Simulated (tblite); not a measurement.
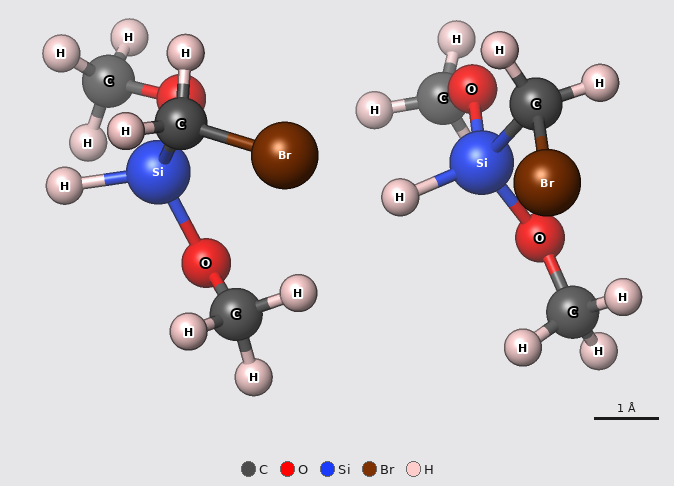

Two geometries of C$_{3}$H$_{9}$BrO$_{2}$Si, drawn at one scale. One is the start of a relaxation, the other its converged end. Style: ball-and-stick. Shown from a free direction.

These are results of tblite 0.8.0, GFN2-xTB geometry optimisation, gas phase, not measurements. 

### Which of the two is the end point?

The right one is the relaxed one. Over 192 geometry steps the energy falls by 24.8 kcal/mol. The largest move after the best rigid fit is that of the Br atom, 1.45 Å. By element the largest moves are Br 1.45 Å, H 1.41 Å, O 0.85 Å, C 0.44 Å, Si 0.41 Å. Near-neighbour distances that change, for instance: O–Si 1.720 → 1.610 Å, C–Si 1.821 → 1.901 Å, O–Si 1.667 → 1.618 Å, C–O 1.356 → 1.403 Å. Bond angles that change, for instance: Si–O–C 110.6° → 127.2°, C–O–Si 118.8° → 130.9°, O–Si–H 104.4° → 114.0°. Groups turn about C–Si by about 85°, O–Si by about 60°, O–Si by about 35°.
